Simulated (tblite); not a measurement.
## Geometry relaxation, with input and output: C$_{2}$F$_{6}$O$_{3}$S (part 1 of 2)

- system: C$_{2}$F$_{6}$O$_{3}$S, SMILES O=S(=O)(OC(F)(F)F)C(F)(F)F
- method: GFN2-xTB geometry optimisation, gas phase (tblite 0.8.0)

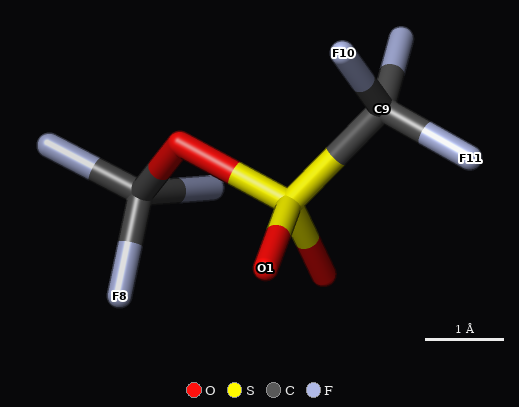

The structure as given in the input (stick view, seen at a tilt; atoms are numbered from 1 in the order of the input).

## Summary

- outcome: converged
- total energy: −1309.5408 eV
- hardware: 2 CPU threads, shared host
- wall time: 0.61 s (CPU time 1.2 s)
- peak memory: 0.18 GiB

## The input
```
{"job": {"kind": "relax", "xc": "GFN2-xTB", "basis": "xTB"}, "charge": 0, "multiplicity": 1}
O      0.766900    -0.233200    -1.906800
S      0.435300     0.171100    -0.484100
O     -0.056900     1.572400    -0.519000
O     -0.764600    -0.872500     0.033100
C     -1.956500    -0.167200     0.016900
F     -1.849900     0.921600     0.851300
F     -2.947500    -1.035300     0.415900
F     -2.263900     0.268400    -1.259000
C      1.862600    -0.065600     0.536200
F      2.254300    -1.395400     0.394900
F      2.898100     0.695300     0.027500
F      1.623200     0.139600     1.867000
```

The first line tells a small driver script what to run in tblite; the rest is the geometry in Å.

Launch command:
```bash
OMP_NUM_THREADS=2 python <driver script> task.json out
```

## What the program printed
```
step      E/eV     max force
  0   -1307.91079    9.029
  1   -1309.06019    3.644
  2   -1309.25506    1.309
  3   -1309.32180    1.342
  4   -1309.37834    0.752
  5   -1309.40589    0.407
  6   -1309.41944    0.359
  7   -1309.43783    0.416
  8   -1309.45718    0.395
  9   -1309.47380    0.326
 10   -1309.48652    0.243
 11   -1309.49660    0.276
 12   -1309.50451    0.267
 13   -1309.50948    0.209
 14   -1309.51306    0.162
 15   -1309.51672    0.166
 16   -1309.51993    0.152
 17   -1309.52235    0.124
 18   -1309.52426    0.116
 19   -1309.52614    0.145
 20   -1309.52811    0.158
 21   -1309.52986    0.115
 22   -1309.53112    0.076
 23   -1309.53214    0.086
 24   -1309.53309    0.095
 25   -1309.53393    0.080
 26   -1309.53466    0.073
 27   -1309.53530    0.068
 28   -1309.53585    0.067
 29   -1309.53635    0.056
 30   -1309.53668    0.038
 31   -1309.53682    0.027
 32   -1309.53688    0.026
 33   -1309.53694    0.021
 34   -1309.53702    0.024
 35   -1309.53710    0.024
 36   -1309.53718    0.026
 37   -1309.53726    0.021
 38   -1309.53735    0.021
 39   -1309.53745    0.026
 40   -1309.53757    0.033
 41   -1309.53779    0.048
 42   -1309.53816    0.063
 43   -1309.53871    0.064
 44   -1309.53921    0.042
 45   -1309.53946    0.029
 46   -1309.53953    0.019
 47   -1309.53956    0.014
 48   -1309.53959    0.011
 49   -1309.53961    0.012
 50   -1309.53964    0.014
 51   -1309.53966    0.016
 52   -1309.53969    0.016
 53   -1309.53971    0.012
 54   -1309.53973    0.011
 55   -1309.53975    0.012
 56   -1309.53977    0.012
 57   -1309.53980    0.014
 58   -1309.53984    0.019
 59   -1309.53990    0.025
 60   -1309.53997    0.029
 61   -1309.54004    0.027
 62   -1309.54011    0.018
 63   -1309.54015    0.015
 64   -1309.54019    0.017
 65   -1309.54022    0.018
 66   -1309.54026    0.018
 67   -1309.54030    0.014
 68   -1309.54034    0.016
 69   -1309.54037    0.014
 70   -1309.54041    0.022
 71   -1309.54047    0.026
 72   -1309.54054    0.022
 73   -1309.54062    0.020
 74   -1309.54068    0.020
 75   -1309.54074    0.020
 76   -1309.54079    0.019
 77   -1309.54081    0.011
 78   -1309.54082    0.005
```

## Trajectory as extended XYZ (Å, eV, eV/Å), 39 of the 79 frames kept, from step=0 to step=78
```
12
Properties=species:S:1:pos:R:3:forces:R:3 step=0 energy=-1307.91079
O     0.7669   -0.2332   -1.9068   -0.3930   0.3800   4.7750
S     0.4353    0.1711   -0.4841   -2.1370   3.2300  -8.1560
O    -0.0569    1.5724   -0.5190    1.6240  -3.3270   1.1790
O    -0.7646   -0.8725    0.0331   -0.8570   1.5910   0.3760
C    -1.9565   -0.1672    0.0169    0.1010  -0.5240  -0.3470
F    -1.8499    0.9216    0.8513   -1.1840  -1.9580  -0.9320
F    -2.9475   -1.0353    0.4159    1.4370   1.8590  -0.4840
F    -2.2639    0.2684   -1.2590    0.2480  -0.6610   2.3040
C     1.8626   -0.0656    0.5362    3.0440  -1.5850   1.6960
F     2.2543   -1.3954    0.3949   -0.6140   2.1080   0.3380
F     2.8981    0.6953    0.0275   -1.9060  -1.1080   1.2910
F     1.6232    0.1396    1.8670    0.6390  -0.0040  -2.0400
12
Properties=species:S:1:pos:R:3:forces:R:3 step=2 energy=-1309.25506
O     0.7747   -0.2480   -1.8678    0.1070  -0.3500   0.2960
S     0.3993    0.2169   -0.5873    0.5260  -0.4800  -1.0980
O    -0.0355    1.5427   -0.4926    0.0450   0.7280   0.4030
O    -0.7811   -0.8321    0.0360    0.4140   0.4910  -0.0960
C    -1.9474   -0.1825    0.0140    0.1710  -0.0700   0.0930
F    -1.8818    0.8783    0.8318   -0.9090  -0.4750   0.0050
F    -2.9186   -0.9937    0.4063    0.0790   0.3890   0.0550
F    -2.2597    0.2553   -1.2105   -0.0630  -0.0600   0.4050
C     1.9053   -0.0969    0.5571   -0.5920  -0.1280  -0.4620
F     2.2447   -1.3570    0.4029    0.1330  -0.1950   0.1210
F     2.8623    0.6746    0.0574   -0.1960  -0.0420   0.5280
F     1.6389    0.1417    1.8267    0.2860   0.1920  -0.2520
12
Properties=species:S:1:pos:R:3:forces:R:3 step=4 energy=-1309.37834
O     0.7902   -0.2792   -1.8804   -0.0460   0.0280   0.2280
S     0.4065    0.2255   -0.6191    0.2790   0.0640  -0.4660
O    -0.0249    1.5607   -0.4718    0.3100  -0.1440  -0.0360
O    -0.7609   -0.8029    0.0306    0.4930   0.0450  -0.0130
C    -1.9369   -0.1874    0.0190   -0.0550   0.0800   0.0580
F    -1.9317    0.8514    0.8318   -0.4070   0.3790   0.5060
F    -2.9122   -0.9719    0.4085   -0.2280  -0.4900   0.1930
F    -2.2625    0.2513   -1.1869   -0.0820   0.1390  -0.3910
C     1.8813   -0.1081    0.5377   -0.2200  -0.0530  -0.1120
F     2.2499   -1.3620    0.4098    0.0130  -0.2800  -0.0070
F     2.8484    0.6705    0.0868    0.0680   0.1400   0.0330
F     1.6540    0.1515    1.8079   -0.1260   0.0920   0.0070
12
Properties=species:S:1:pos:R:3:forces:R:3 step=6 energy=-1309.41944
O     0.7968   -0.2922   -1.8862    0.0250   0.0420  -0.1390
S     0.4193    0.2328   -0.6388    0.1460  -0.1450   0.0600
O    -0.0068    1.5622   -0.4673    0.2080   0.0810  -0.1410
O    -0.7392   -0.7860    0.0286   -0.2070   0.2590   0.0840
C    -1.9364   -0.1857    0.0247   -0.1200   0.0920   0.0840
F    -1.9673    0.8547    0.8509   -0.1610   0.0210   0.0900
F    -2.9144   -0.9842    0.4157    0.2310  -0.2720  -0.0370
F    -2.2657    0.2544   -1.1910    0.0370  -0.0060   0.0670
C     1.8674   -0.1154    0.5274    0.2060  -0.0390   0.0840
F     2.2508   -1.3730    0.4120   -0.0930   0.0040  -0.0170
F     2.8447    0.6735    0.0985   -0.0090  -0.0080  -0.0820
F     1.6521    0.1582    1.7994   -0.2620  -0.0260  -0.0530
12
Properties=species:S:1:pos:R:3:forces:R:3 step=8 energy=-1309.45718
O     0.8058   -0.3024   -1.9029    0.0280   0.0010  -0.2050
S     0.4442    0.2335   -0.6574   -0.1230  -0.0830   0.3070
O     0.0356    1.5663   -0.4765    0.1350   0.1970  -0.1860
O    -0.7323   -0.7444    0.0353   -0.2390   0.1360   0.1830
C    -1.9469   -0.1745    0.0385    0.0030   0.0440   0.0130
F    -2.0230    0.8594    0.8797   -0.0360  -0.2160  -0.2520
F    -2.8948   -1.0231    0.4198    0.3600   0.0150  -0.1610
F    -2.2671    0.2579   -1.1881   -0.0680   0.0010   0.3580
C     1.8697   -0.1264    0.5231    0.0490   0.0710   0.0020
F     2.2440   -1.3856    0.4133    0.0150   0.0590   0.0340
F     2.8408    0.6755    0.1038    0.0950  -0.1190  -0.0770
F     1.6251    0.1629    1.7852   -0.2180  -0.1050  -0.0150
12
Properties=species:S:1:pos:R:3:forces:R:3 step=10 energy=-1309.48652
O     0.8121   -0.3080   -1.9200   -0.1110   0.0150   0.1190
S     0.4605    0.2312   -0.6671   -0.1560   0.1150   0.0230
O     0.0865    1.5782   -0.4983    0.0700   0.1010  -0.1610
O    -0.7326   -0.6999    0.0539    0.1780  -0.0560   0.1520
C    -1.9562   -0.1626    0.0518    0.1130  -0.0920  -0.0300
F    -2.0784    0.8562    0.8957    0.0040  -0.0560  -0.1410
F    -2.8578   -1.0632    0.4154    0.0840   0.0060  -0.0830
F    -2.2754    0.2641   -1.1691   -0.1890   0.1050   0.1110
C     1.8736   -0.1329    0.5193   -0.1350   0.0540  -0.0770
F     2.2392   -1.3942    0.4171    0.0950   0.0600   0.0720
F     2.8442    0.6698    0.1044    0.1220  -0.1620   0.0370
F     1.5855    0.1606    1.7709   -0.0760  -0.0910  -0.0230
12
Properties=species:S:1:pos:R:3:forces:R:3 step=12 energy=-1309.50451
O     0.8087   -0.3126   -1.9259   -0.1980  -0.0290   0.1770
S     0.4648    0.2368   -0.6736    0.0430   0.1810  -0.1400
O     0.1295    1.5965   -0.5257   -0.0510   0.0640  -0.0840
O    -0.7211   -0.6673    0.0778    0.1920  -0.0080   0.0090
C    -1.9556   -0.1604    0.0604    0.0560  -0.0870  -0.0170
F    -2.1211    0.8502    0.9001    0.0690   0.0540   0.0720
F    -2.8242   -1.0948    0.4066   -0.0920  -0.0960   0.0060
F    -2.2939    0.2757   -1.1480   -0.0610   0.0410  -0.1150
C     1.8685   -0.1357    0.5113   -0.0530  -0.0270  -0.0260
F     2.2413   -1.3963    0.4250    0.0340   0.0070   0.0350
F     2.8544    0.6541    0.1087    0.0630  -0.0910   0.1080
F     1.5499    0.1531    1.7573   -0.0010  -0.0100  -0.0260
12
Properties=species:S:1:pos:R:3:forces:R:3 step=14 energy=-1309.51306
O     0.7958   -0.3188   -1.9236   -0.1460  -0.0660  -0.0270
S     0.4678    0.2500   -0.6791    0.0690   0.0600  -0.0220
O     0.1460    1.6128   -0.5445   -0.0870   0.1070  -0.0410
O    -0.7074   -0.6503    0.0901   -0.0380   0.0900  -0.0650
C    -1.9517   -0.1643    0.0635   -0.0300   0.0090  -0.0020
F    -2.1367    0.8466    0.9035    0.0960  -0.0400   0.0780
F    -2.8104   -1.1131    0.4013   -0.0080  -0.0310   0.0020
F    -2.3057    0.2823   -1.1406    0.0950  -0.0840  -0.0430
C     1.8632   -0.1381    0.5058    0.0740  -0.0310   0.0410
F     2.2442   -1.3966    0.4310   -0.0590  -0.0520  -0.0170
F     2.8637    0.6403    0.1177    0.0450   0.0030   0.0940
F     1.5324    0.1486    1.7491   -0.0110   0.0360   0.0010
12
Properties=species:S:1:pos:R:3:forces:R:3 step=16 energy=-1309.51993
O     0.7732   -0.3271   -1.9215   -0.0440  -0.0100  -0.1340
S     0.4715    0.2662   -0.6833   -0.0470  -0.0560   0.0450
O     0.1462    1.6301   -0.5603   -0.0100   0.0160  -0.0240
O    -0.6992   -0.6372    0.0927   -0.0930   0.0610  -0.0300
C    -1.9495   -0.1680    0.0638   -0.0120   0.0500   0.0140
F    -2.1335    0.8413    0.9097    0.0170  -0.0880   0.0150
F    -2.8049   -1.1244    0.3976    0.0910   0.0670  -0.0120
F    -2.3067    0.2803   -1.1408    0.1080  -0.0970   0.0460
C     1.8642   -0.1406    0.5054    0.0690   0.0280   0.0360
F     2.2422   -1.3999    0.4337   -0.1180  -0.0410  -0.0390
F     2.8750    0.6307    0.1317    0.0590   0.0420   0.0650
F     1.5226    0.1479    1.7452   -0.0200   0.0290   0.0190
12
Properties=species:S:1:pos:R:3:forces:R:3 step=18 energy=-1309.52426
O     0.7552   -0.3333   -1.9273   -0.0090   0.0630  -0.0460
S     0.4743    0.2746   -0.6893   -0.0580  -0.0520  -0.0220
O     0.1534    1.6423   -0.5751    0.0400  -0.0890  -0.0210
O    -0.6954   -0.6197    0.0953    0.0410  -0.0490   0.0500
C    -1.9492   -0.1666    0.0668    0.0500   0.0050   0.0160
F    -2.1393    0.8340    0.9193   -0.0490  -0.0200   0.0000
F    -2.7927   -1.1346    0.3951    0.0480   0.0530   0.0090
F    -2.3026    0.2749   -1.1384    0.0240  -0.0020   0.0010
C     1.8682   -0.1418    0.5061   -0.0330   0.0630  -0.0190
F     2.2326   -1.4055    0.4337   -0.1070   0.0320  -0.0300
F     2.8866    0.6258    0.1466    0.0470  -0.0040   0.0640
F     1.5102    0.1492    1.7413    0.0060   0.0020   0.0010
12
Properties=species:S:1:pos:R:3:forces:R:3 step=21 energy=-1309.52986
O     0.7307   -0.3366   -1.9459    0.0050   0.0180   0.0330
S     0.4778    0.2797   -0.7050    0.0660   0.0180  -0.0450
O     0.1812    1.6532   -0.6038   -0.0300  -0.0110   0.0050
O    -0.6807   -0.5903    0.1126    0.0710  -0.0580   0.0700
C    -1.9424   -0.1636    0.0766    0.0330  -0.0490   0.0040
F    -2.1706    0.8208    0.9363    0.0090   0.0560  -0.0230
F    -2.7615   -1.1535    0.3924   -0.0560  -0.0590   0.0280
F    -2.2967    0.2711   -1.1299    0.0280   0.0590  -0.0160
C     1.8669   -0.1371    0.5012   -0.0530   0.0160  -0.0230
F     2.2034   -1.4096    0.4306   -0.0500   0.0480  -0.0390
F     2.9089    0.6143    0.1785   -0.0170  -0.0530   0.0230
F     1.4842    0.1510    1.7303   -0.0050   0.0150  -0.0170
12
Properties=species:S:1:pos:R:3:forces:R:3 step=23 energy=-1309.53214
O     0.7198   -0.3350   -1.9508    0.0440  -0.0360  -0.0140
S     0.4787    0.2823   -0.7095    0.0130   0.0190   0.0180
O     0.1809    1.6546   -0.6121   -0.0560   0.0580   0.0240
O    -0.6722   -0.5906    0.1217   -0.0040   0.0090   0.0130
C    -1.9356   -0.1671    0.0787   -0.0030  -0.0190   0.0190
F    -2.1711    0.8183    0.9371    0.0350   0.0340  -0.0340
F    -2.7570   -1.1567    0.3931   -0.0130  -0.0410  -0.0020
F    -2.2892    0.2713   -1.1290    0.0760  -0.0010   0.0410
C     1.8631   -0.1316    0.4990    0.0000  -0.0180   0.0100
F     2.1869   -1.4064    0.4250   -0.0340  -0.0230  -0.0450
F     2.9177    0.6072    0.1928   -0.0090  -0.0110  -0.0290
F     1.4794    0.1531    1.7280   -0.0510   0.0310  -0.0020
12
Properties=species:S:1:pos:R:3:forces:R:3 step=25 energy=-1309.53393
O     0.7172   -0.3328   -1.9506    0.0610  -0.0190   0.0000
S     0.4768    0.2838   -0.7088   -0.0620   0.0200   0.0310
O     0.1654    1.6535   -0.6098   -0.0360   0.0260   0.0180
O    -0.6688   -0.6023    0.1250   -0.0200   0.0310  -0.0140
C    -1.9302   -0.1723    0.0788    0.0060   0.0190   0.0310
F    -2.1562    0.8217    0.9312    0.0090  -0.0040  -0.0080
F    -2.7634   -1.1530    0.3950    0.0530   0.0220  -0.0240
F    -2.2758    0.2701   -1.1303    0.0550  -0.0470   0.0330
C     1.8606   -0.1271    0.5000    0.0100  -0.0170   0.0020
F     2.1737   -1.4035    0.4162   -0.0220  -0.0450  -0.0110
F     2.9208    0.6041    0.1972    0.0040   0.0060  -0.0450
F     1.4811    0.1572    1.7302   -0.0590   0.0080  -0.0130
12
Properties=species:S:1:pos:R:3:forces:R:3 step=27 energy=-1309.53530
O     0.7196   -0.3324   -1.9501    0.0270   0.0320   0.0530
S     0.4736    0.2863   -0.7091   -0.0210   0.0090   0.0070
O     0.1555    1.6549   -0.6084   -0.0220  -0.0190  -0.0050
O    -0.6657   -0.6057    0.1287    0.0180   0.0120   0.0040
C    -1.9257   -0.1744    0.0820    0.0250   0.0290   0.0020
F    -2.1498    0.8243    0.9284   -0.0130  -0.0160   0.0340
F    -2.7623   -1.1526    0.3950    0.0480   0.0340  -0.0020
F    -2.2628    0.2672   -1.1287    0.0000  -0.0320  -0.0370
C     1.8588   -0.1254    0.4997   -0.0200  -0.0010  -0.0320
F     2.1615   -1.4045    0.4091   -0.0090  -0.0040   0.0280
F     2.9232    0.6011    0.1983   -0.0170  -0.0220  -0.0190
F     1.4755    0.1606    1.7291   -0.0160  -0.0200  -0.0360
12
Properties=species:S:1:pos:R:3:forces:R:3 step=29 energy=-1309.53635
O     0.7227   -0.3319   -1.9486   -0.0070   0.0380   0.0270
S     0.4718    0.2900   -0.7104    0.0420   0.0010   0.0030
O     0.1527    1.6583   -0.6114   -0.0250  -0.0150  -0.0120
O    -0.6603   -0.6005    0.1347    0.0300   0.0040   0.0210
C    -1.9209   -0.1734    0.0862    0.0130   0.0090  -0.0310
F    -2.1534    0.8239    0.9309   -0.0040  -0.0090   0.0310
F    -2.7530   -1.1553    0.3942    0.0040   0.0010   0.0270
F    -2.2543    0.2636   -1.1272   -0.0170   0.0020  -0.0530
C     1.8554   -0.1254    0.4962   -0.0260  -0.0030  -0.0220
F     2.1507   -1.4069    0.4066   -0.0050   0.0170   0.0300
F     2.9252    0.5953    0.1996   -0.0220  -0.0300  -0.0020
F     1.4646    0.1617    1.7232    0.0170  -0.0150  -0.0190
12
Properties=species:S:1:pos:R:3:forces:R:3 step=31 energy=-1309.53682
O     0.7232   -0.3300   -1.9469   -0.0020   0.0140  -0.0230
S     0.4721    0.2923   -0.7100    0.0160   0.0020   0.0000
O     0.1486    1.6595   -0.6133   -0.0150   0.0050  -0.0010
O    -0.6565   -0.5985    0.1380    0.0050   0.0110   0.0060
C    -1.9177   -0.1727    0.0863   -0.0030  -0.0050  -0.0130
F    -2.1535    0.8228    0.9328    0.0020  -0.0040  -0.0080
F    -2.7488   -1.1554    0.3950    0.0000  -0.0080   0.0160
F    -2.2507    0.2614   -1.1290   -0.0050   0.0030  -0.0040
C     1.8527   -0.1254    0.4938    0.0000  -0.0080   0.0120
F     2.1453   -1.4073    0.4069   -0.0070  -0.0050   0.0120
F     2.9255    0.5911    0.2002   -0.0020  -0.0100  -0.0100
F     1.4610    0.1615    1.7201    0.0110   0.0030   0.0130
12
Properties=species:S:1:pos:R:3:forces:R:3 step=33 energy=-1309.53694
O     0.7230   -0.3281   -1.9474    0.0050   0.0100  -0.0180
S     0.4727    0.2928   -0.7096   -0.0140   0.0060  -0.0060
O     0.1453    1.6591   -0.6130   -0.0020   0.0050   0.0040
O    -0.6559   -0.5990    0.1382   -0.0030   0.0050  -0.0090
C    -1.9172   -0.1731    0.0851    0.0000  -0.0030   0.0090
F    -2.1514    0.8226    0.9322   -0.0040   0.0030  -0.0170
F    -2.7492   -1.1546    0.3963    0.0100  -0.0030  -0.0010
F    -2.2501    0.2609   -1.1304   -0.0020  -0.0080   0.0130
C     1.8524   -0.1256    0.4944    0.0050  -0.0030   0.0120
F     2.1440   -1.4074    0.4076   -0.0070  -0.0130   0.0090
F     2.9252    0.5900    0.1994    0.0050  -0.0050  -0.0100
F     1.4624    0.1617    1.7210    0.0060   0.0070   0.0130
12
Properties=species:S:1:pos:R:3:forces:R:3 step=35 energy=-1309.53710
O     0.7238   -0.3246   -1.9495    0.0040   0.0100   0.0080
S     0.4729    0.2939   -0.7102   -0.0190   0.0080  -0.0050
O     0.1419    1.6594   -0.6127    0.0140   0.0040   0.0050
O    -0.6547   -0.5981    0.1385   -0.0050  -0.0130  -0.0200
C    -1.9164   -0.1735    0.0847    0.0020   0.0020   0.0170
F    -2.1510    0.8227    0.9306   -0.0080   0.0140  -0.0060
F    -2.7477   -1.1550    0.3981    0.0100  -0.0040  -0.0110
F    -2.2495    0.2597   -1.1309   -0.0060  -0.0170   0.0090
C     1.8519   -0.1264    0.4957   -0.0020   0.0030  -0.0050
F     2.1411   -1.4089    0.4097   -0.0070  -0.0040   0.0080
F     2.9251    0.5876    0.1974    0.0060  -0.0100   0.0010
F     1.4636    0.1626    1.7225    0.0100   0.0080  -0.0010
12
Properties=species:S:1:pos:R:3:forces:R:3 step=37 energy=-1309.53726
O     0.7250   -0.3204   -1.9516   -0.0020   0.0060   0.0180
S     0.4725    0.2958   -0.7114    0.0050   0.0050   0.0080
O     0.1403    1.6609   -0.6127    0.0170   0.0070   0.0080
O    -0.6532   -0.5966    0.1383   -0.0030  -0.0170  -0.0120
C    -1.9153   -0.1738    0.0856   -0.0040   0.0000  -0.0030
F    -2.1525    0.8235    0.9290    0.0000   0.0090   0.0070
F    -2.7441   -1.1569    0.3992   -0.0020  -0.0100   0.0010
F    -2.2494    0.2573   -1.1303   -0.0100  -0.0120  -0.0090
C     1.8509   -0.1273    0.4964   -0.0060   0.0040  -0.0150
F     2.1369   -1.4110    0.4125   -0.0110   0.0080   0.0030
F     2.9257    0.5836    0.1956    0.0060  -0.0130   0.0070
F     1.4644    0.1640    1.7233    0.0110   0.0110  -0.0130
12
Properties=species:S:1:pos:R:3:forces:R:3 step=39 energy=-1309.53745
O     0.7255   -0.3153   -1.9524    0.0010  -0.0030   0.0080
S     0.4717    0.2983   -0.7114    0.0190   0.0010   0.0170
O     0.1389    1.6631   -0.6116    0.0130   0.0070   0.0170
O    -0.6524   -0.5974    0.1364   -0.0030   0.0040   0.0050
C    -1.9144   -0.1745    0.0860   -0.0100  -0.0080  -0.0230
F    -2.1524    0.8250    0.9270    0.0100  -0.0150   0.0020
F    -2.7414   -1.1587    0.4005   -0.0120  -0.0040   0.0180
F    -2.2501    0.2535   -1.1306   -0.0130  -0.0010  -0.0160
C     1.8498   -0.1275    0.4963    0.0040   0.0030  -0.0050
F     2.1316   -1.4124    0.4156   -0.0160   0.0060  -0.0080
F     2.9272    0.5785    0.1942    0.0110  -0.0070  -0.0030
F     1.4671    0.1667    1.7238   -0.0030   0.0170  -0.0120
```
